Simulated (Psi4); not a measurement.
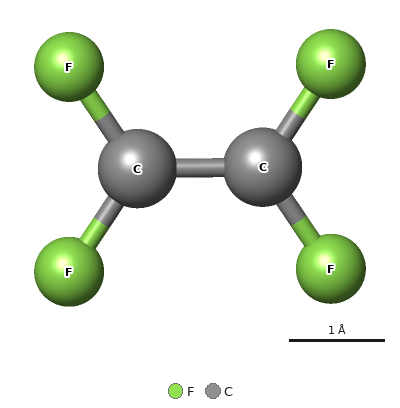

The structure (ball-and-stick view, seen at a tilt). Bond lengths as drawn: C–C 1.32 Å and C–F 1.31 Å.

# Run report: C2F4, single-point calculation

C2F4, multiplicity 3, computed with DSD-PBEP86/6-31G*, UKS (Psi4 1.11).

The geometry is that of the parent species in another charge or spin state. The geometry comes from this level: PBE0-D4/def2-TZVP.

## The input (job.py)
```python
import psi4

psi4.set_memory(1600000000)
psi4.set_num_threads(1)
psi4.set_output_file('run.log', False)

with open('c2f4.xyz') as f:
    atoms = ''.join(f.readlines()[2:])
mol = psi4.geometry('0 3\n' + atoms + 'symmetry c1')

psi4.set_options({
    'basis': '6-31G*',
    'reference': 'uks',
    'puream': True,
    'e_convergence': 1e-09,
    'd_convergence': 1e-08,
    'scf_type': 'pk',
    'dft_radial_points': 99,
    'dft_spherical_points': 590,
    'num_frozen_docc': 6,
    'maxiter': 100,
})

energy_value = psi4.energy('dsd-pbep86', molecule=mol)
print('E =', round(energy_value, 9))
```

## File c2f4.xyz
```
6
C2F4
F      1.169200    -1.134500    -0.708000
C      0.202500    -0.640200     0.025700
F     -0.337500    -1.520600     0.832300
C     -0.188400     0.618800    -0.041100
F      0.351500     1.499300    -0.847600
F     -1.155200     1.113100     0.692600
```

Run on 1 thread of Intel Xeon (Sapphire Rapids), 192 GiB of memory available, shared host.

Run as:
```bash
python job.py
```

## Log
```
h
    h
    h

    -----------------------------------------------------------------------

    Memory:     1.5 GiB
    Threads:    1
                ecpint, einsums, f̶o̶r̶t̶e̶, gauxc, gcp, g̶d̶m̶a̶, geometric, g̶p̶u̶_̶d̶f̶c̶c̶,
                i̶n̶t̶e̶g̶r̶a̶t̶o̶r̶x̶x̶, i̶p̶i̶, libefp, m̶d̶i̶, m̶p̶2̶d̶, m̶r̶c̶c̶, ooo,
                o̶p̶e̶n̶f̶e̶r̶m̶i̶o̶n̶p̶s̶i̶4̶, pcmsolver, p̶s̶i̶4̶f̶o̶c̶k̶c̶i̶, p̶s̶i̶x̶a̶s̶,
                p̶y̶e̶i̶n̶s̶u̶m̶s̶, r̶e̶s̶p̶, s̶i̶m̶i̶n̶t̶, s̶n̶s̶m̶p̶2̶,
                v̶2̶r̶d̶m̶_̶c̶a̶s̶s̶c̶f̶

   => Loading Basis Set <=

    Name: 6-31G*
    Role: ORBITAL
    Keyword: BASIS

         ---------------------------------------------------------
                                   SCF
                              UKS Reference
                        1 Threads,   1525 MiB Core
         ---------------------------------------------------------

  ==> Geometry <==

    Molecular point group: c1
    Full point group: C1

    Geometry (in Angstrom), charge = 0, multiplicity = 3:

       Center              X                  Y                   Z               Mass
    ------------   -----------------  -----------------  -----------------  -----------------
         F            1.162187999233    -1.123818999617    -0.700318999617    18.998403162730
         C            0.195487999233    -0.629518999617     0.033381000383    12.000000000000
         F           -0.344512000767    -1.509918999617     0.839981000383    18.998403162730
         C           -0.195412000767     0.629481000383    -0.033418999617    12.000000000000
         F            0.344487999233     1.509981000383    -0.839918999617    18.998403162730
         F           -1.162212000767     1.123781000383     0.700281000383    18.998403162730

  Running in c1 symmetry.

  Rotational constants: A =      0.18518  B =      0.10854  C =      0.06843 [cm^-1]
  Rotational constants: A =   5551.58657  B =   3253.94692  C =   2051.50183 [MHz]
  Nuclear repulsion =  245.555220689731556

  Charge       = 0
  Multiplicity = 3
  Electrons    = 48
  Nalpha       = 25
  Nbeta        = 23

  ==> Algorithm <==

  SCF Algorithm Type is PK.
  DIIS enabled.
  MOM disabled.
  Fractional occupation disabled.
  Guess Type is SAD.
  Energy threshold   = 1.00e-09
  Density threshold  = 1.00e-08
  Integral threshold = 1.00e-12

  ==> Primary Basis <==

  Basis Set: 6-31G*
    Blend: 6-31G*
    Number of shells: 36
    Number of basis functions: 84
    Number of Cartesian functions: 90
    Spherical Harmonics?: true
    Max angular momentum: 2

  ==> DFT Potential <==

   => LibXC <=

    Version 7.1.2

   => Composite Functional: DSD-PBEP86 <=

    DSD-PBEP86 SCS Double Hybrid XC Functional (not dispersion corrected)

    Deriv               =              1
    GGA                 =           TRUE
    Meta                =          FALSE

    Exchange Hybrid     =           TRUE
    MP2 Hybrid          =           TRUE

   => Exchange Functionals <=

    0.2800     XC_GGA_X_PBE

   => Exact (HF) Exchange <=

    0.7200               HF

   => Correlation Functionals <=

    0.4400     XC_GGA_C_P86

   => MP2 Correlation <=

    MP2 SCS Hybrid      =           TRUE
    MP2 OS Alpha        =       0.510000
    MP2 SS Alpha        =       0.360000

   => LibXC Density Thresholds  <==

    XC_GGA_C_P86:  1.00E-15
    XC_GGA_X_PBE:  1.00E-15

   => Molecular Quadrature <=

    Radial Scheme          =       TREUTLER
    Pruning Scheme         =           NONE
    Nuclear Scheme         =       TREUTLER

    Blocking Scheme        =         OCTREE
    BS radius alpha        =              1
    Pruning alpha          =              1
    Radial Points          =             99
    Spherical Points       =            590
    Total Points           =         331355
    Total Blocks           =           2418
    Max Points             =            256
    Max Functions          =             81
    Weights Tolerance      =       1.00E-15

  ==> Integral Setup <==

  Using in-core PK algorithm.
   Calculation information:
      Number of atoms:                   6
      Number of AO shells:              36
      Number of primitives:             90
      Number of atomic orbitals:        90
      Number of basis functions:        84

      Integral cutoff                 1.00e-12
      Number of threads:                 1

  Performing in-core PK
  Using 12748470 doubles for integral storage.
  We computed 193266 shell quartets total.
  Whereas there are 222111 unique shell quartets.

  ==> DiskJK: Disk-Based J/K Matrices <==

    J tasked:                  Yes
    K tasked:                  Yes
    wK tasked:                  No
    Memory [MiB]:              480
    Schwarz Cutoff:          1E-12

  Cached 100.0% of DFT collocation blocks in 0.648 [GiB].

  Minimum eigenvalue in the overlap matrix is 2.8586890682E-03.
  Reciprocal condition number of the overlap matrix is 7.0794620646E-04.
    Using symmetric orthogonalization.

  ==> Pre-Iterations <==

  SCF Guess: Superposition of Atomic Densities via on-the-fly atomic UHF (no occupation information).

   -------------------------
    Irrep   Nso     Nmo
   -------------------------
     A         84      84
   -------------------------
    Total      84      84
   -------------------------

  ==> Iterations <==

                        Total Energy        Delta E     RMS |[F,P]|

   @UKS iter SAD:  -473.81784739427530   -4.73818e+02   0.00000e+00
   @UKS iter   1:  -473.88238017763200   -6.45328e-02   4.94108e-03 DIIS/ADIIS
   @UKS iter   2:  -473.91401934183267   -3.16392e-02   3.72646e-03 DIIS/ADIIS
   @UKS iter   3:  -473.94550260645144   -3.14833e-02   5.82290e-04 DIIS/ADIIS
   @UKS iter   4:  -473.94660062230281   -1.09802e-03   9.64697e-05 DIIS
   @UKS iter   5:  -473.94669449847413   -9.38762e-05   2.75311e-05 DIIS
   @UKS iter   6:  -473.94670545799266   -1.09595e-05   1.21397e-05 DIIS
   @UKS iter   7:  -473.94671171883840   -6.26085e-06   1.26763e-05 DIIS
   @UKS iter   8:  -473.94671101791249    7.00926e-07   1.22739e-05 DIIS
   @UKS iter   9:  -473.94670214824043    8.86967e-06   2.64155e-06 DIIS
   @UKS iter  10:  -473.94670195693271    1.91308e-07   7.67584e-07 DIIS
   @UKS iter  11:  -473.94670195893104   -1.99833e-09   3.82903e-07 DIIS
   @UKS iter  12:  -473.94670195965278   -7.21741e-10   1.19714e-07 DIIS
   @UKS iter  13:  -473.94670195979381   -1.41029e-10   2.69298e-08 DIIS
   @UKS iter  14:  -473.94670195980103   -7.21911e-12   1.07339e-08 DIIS
   @UKS iter  15:  -473.94670195980200   -9.66338e-13   4.93408e-09 DIIS
  Energy and wave function converged.

  ==> Post-Iterations <==

   Electrons on quadrature grid:
      Nalpha   =   24.9999999644 ; deviation = -3.559e-08
      Nbeta    =   22.9999998917 ; deviation = -1.083e-07
      Ntotal   =   47.9999998561 ; deviation = -1.439e-07

   @Spin Contamination Metric:   6.474797401E-03
   @S^2 Expected:                2.000000000E+00
   @S^2 Observed:                2.006474797E+00
   @S   Expected:                1.000000000E+00
   @S   Observed:                1.000000000E+00

    Orbital Energies [Eh]
    ---------------------

    Alpha Occupied:

       1A    -25.793469     2A    -25.793428     3A    -25.793397
       4A    -25.793379     5A    -11.085542     6A    -11.083897
       7A     -1.597501     8A     -1.580867     9A     -1.534257
      10A     -1.522699    11A     -1.043836    12A     -0.840228
      13A     -0.794950    14A     -0.786180    15A     -0.738160
      16A     -0.730754    17A     -0.685409    18A     -0.655635
      19A     -0.630846    20A     -0.624759    21A     -0.614081
      22A     -0.603714    23A     -0.588465    24A     -0.388467
      25A     -0.095009

    Alpha Virtual:

      26A      0.098572    27A      0.232986    28A      0.257414
      29A      0.498563    30A      0.527704    31A      0.573330
      32A      0.602322    33A      0.618219    34A      0.690249
      35A      0.693336    36A      0.702773    37A      0.731710
      38A      1.066188    39A      1.287639    40A      1.308662
      41A      1.316093    42A      1.323033    43A      1.336648
      44A      1.371602    45A      1.439446    46A      1.471583
      47A      1.501626    48A      1.514358    49A      1.516213
      50A      1.527087    51A      1.564135    52A      1.610185
      53A      1.631790    54A      1.700855    55A      1.787681
      56A      1.873191    57A      1.900126    58A      1.933459
      59A      1.986515    60A      1.987787    61A      1.996343
      62A      1.997266    63A      2.107106    64A      2.109595
      65A      2.113309    66A      2.154097    67A      2.167417
      68A      2.197799    69A      2.233375    70A      2.233864
      71A      2.413801    72A      2.458436    73A      2.494585
      74A      2.552000    75A      2.559893    76A      2.865005
      77A      2.866053    78A      2.956319    79A      3.004003
      80A      3.199585    81A      3.232016    82A      3.321563
      83A      3.503619    84A      3.548039

    Beta Occupied:

       1A    -25.782763     2A    -25.782715     3A    -25.782688
       4A    -25.782667     5A    -11.071656     6A    -11.070492
       7A     -1.567846     8A     -1.554456     9A     -1.503807
      10A     -1.493688    11A     -0.954496    12A     -0.820752
      13A     -0.771481    14A     -0.743531    15A     -0.696701
      16A     -0.678751    17A     -0.645698    18A     -0.632273
      19A     -0.594888    20A     -0.587196    21A     -0.582735
      22A     -0.576869    23A     -0.571813

    Beta Virtual:

      24A     -0.058104    25A      0.200776    26A      0.236955
      27A      0.285554    28A      0.289116    29A      0.520419
      30A      0.603183    31A      0.616887    32A      0.622933
      33A      0.656665    34A      0.704120    35A      0.724656
      36A      0.737014    37A      0.759336    38A      1.087106
      39A      1.323823    40A      1.326308    41A      1.334337
      42A      1.345738    43A      1.356501    44A      1.394578
      45A      1.455786    46A      1.486932    47A      1.509819
      48A      1.534597    49A      1.540027    50A      1.543136
      51A      1.581848    52A      1.630152    53A      1.645403
      54A      1.742984    55A      1.810332    56A      1.883364
      57A      1.913192    58A      1.938868    59A      1.994288
      60A      2.000809    61A      2.001441    62A      2.006780
      63A      2.119065    64A      2.131411    65A      2.135865
      66A      2.163156    67A      2.173064    68A      2.206226
      69A      2.240990    70A      2.270152    71A      2.436506
      72A      2.478082    73A      2.505693    74A      2.588063
      75A      2.602466    76A      2.891357    77A      2.902241
      78A      2.970273    79A      3.029247    80A      3.217160
      81A      3.252279    82A      3.334079    83A      3.517846
      84A      3.571302

    Final Occupation by Irrep:
              A
    DOCC [    23 ]
    SOCC [     2 ]
    NA   [    25 ]
    NB   [    23 ]

  @UKS Final Energy:  -473.94670195980200

   => Energetics <=

    Nuclear Repulsion Energy =            245.5552206897315557
    One-Electron Energy =               -1146.6486589724368059
    Two-Electron Energy =                 442.1424950605389199
    DFT Exchange-Correlation Energy =     -14.9957587376356241
    Empirical Dispersion Energy =           0.0000000000000000
    VV10 Nonlocal Energy =                  0.0000000000000000
    Total Energy =                       -473.9467019598019988

  UHF NO Occupations:
  HONO-2 :   23  A 1.9985245
  HONO-1 :   24  A 1.0000000
  HONO-0 :   25  A 1.0000000
  LUNO+0 :   26  A 0.0014755
  LUNO+1 :   27  A 0.0003865
  LUNO+2 :   28  A 0.0002504
  LUNO+3 :   29  A 0.0002157

Computation Completed

Properties will be evaluated at   0.000000,   0.000000,   0.000000 [a0]

Properties computed using the SCF density matrix

 Multipole Moments:

 ------------------------------------------------------------------------------------
     Multipole            Electronic (a.u.)      Nuclear  (a.u.)        Total (a.u.)
 ------------------------------------------------------------------------------------

 L = 1.  Multiply by 2.5417464519 to convert [e a0] to [Debye]
 Dipole X            :          0.0002298            0.0000453            0.0002751
 Dipole Y            :         -0.0001269           -0.0000226           -0.0001495
 Dipole Z            :         -0.0001694           -0.0000226           -0.0001920
 Magnitude           :                                                    0.0003673

 ------------------------------------------------------------------------------------

	total time  =         16 seconds =       0.27 minutes

   => Loading Basis Set <=

    Name: (6-31G* AUX)
    Role: RIFIT
    Keyword: DF_BASIS_MP2

	 --------------------------------------------------------
	                          DF-MP2
	      2nd-Order Density-Fitted Moller-Plesset Theory
	              UMP2 Wavefunction,   1 Threads

	 --------------------------------------------------------

	 --------------------------------------------------------
	                 NBF =    84, NAUX =   336
	 --------------------------------------------------------
	   CLASS    FOCC     OCC    AOCC    AVIR     VIR    FVIR
	   ALPHA       6      25      19      59      59       0
	    BETA       6      23      17      61      61       0
	 --------------------------------------------------------

	-----------------------------------------------------------
	 ==================> DF-MP2 Energies <====================
	-----------------------------------------------------------
	 Reference Energy          =    -473.9467019598019988 [Eh]
	 Singles Energy            =      -0.0000000000000000 [Eh]
	 Same-Spin Energy          =      -0.3060229753479856 [Eh]
	 Opposite-Spin Energy      =      -0.7239438969048344 [Eh]
	 Correlation Energy        =      -1.0299668722528201 [Eh]
	 Total Energy              =    -474.9766688320548269 [Eh]
	-----------------------------------------------------------
	 ================> DF-SCS-MP2 Energies <==================
	-----------------------------------------------------------
	 SCS Same-Spin Scale       =       0.3600000000000000 [-]
	 SCS Opposite-Spin Scale   =       0.5100000000000000 [-]
	 SCS Same-Spin Energy      =      -0.1101682711252748 [Eh]
	 SCS Opposite-Spin Energy  =      -0.3692113874214655 [Eh]
	 SCS Correlation Energy    =      -0.9707403347351299 [Eh]
	 SCS Total Energy          =    -474.9174422945371248 [Eh]
	-----------------------------------------------------------

    DSD-PBEP86 Energy Summary
    -------------------------
    DFT Reference Energy                  =  -473.9467019598019988
    Scaled MP2 Correlation                =    -0.4793796585467404
    @Final double-hybrid DFT total energy =  -474.4260816183487464

	total time  =          0 seconds =       0.00 minutes
```

## Standard output
```
E = -474.426081618
```

## Key numbers

```tsv
quantity	value
outcome	converged
total energy	−474.426082 hartree
SCF energy	−473.946702 hartree
basis functions	84
⟨S²⟩	2.006
wall time	17 s
peak memory	0.98 GiB
```
